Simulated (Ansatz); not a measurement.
```yaml
atoms:
  - { symbol: Ge, position_ang: [0.0002, 0.0000, 0.0003] }
  - { symbol: H, position_ang: [0.0002, 0.0000, 1.5337] }
  - { symbol: H, position_ang: [1.4460, 0.0000, -0.5106] }
  - { symbol: H, position_ang: [-0.7224, 1.2520, -0.5110] }
  - { symbol: H, position_ang: [-0.7224, -1.2520, -0.5110] }
```

The calculation used RHF/def2-SVP (Ansatz 0.2.0).

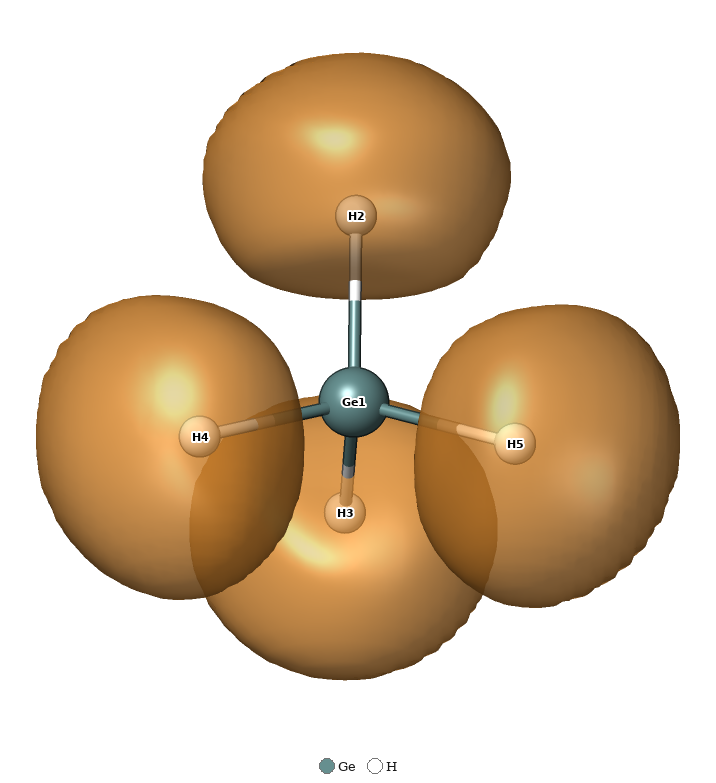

GeH$_{4}$. Isosurface of the ELF at 0.8 (orange), seen at a tilt. Core shells and regions of very low density are left out.

> What do the ELF domains correspond to?

The surface consists of four regions around hydrogen nuclei. Profiles from the grid: Ge–H (1.53 Å): the ELF climbs to about 1 towards the hydrogen.
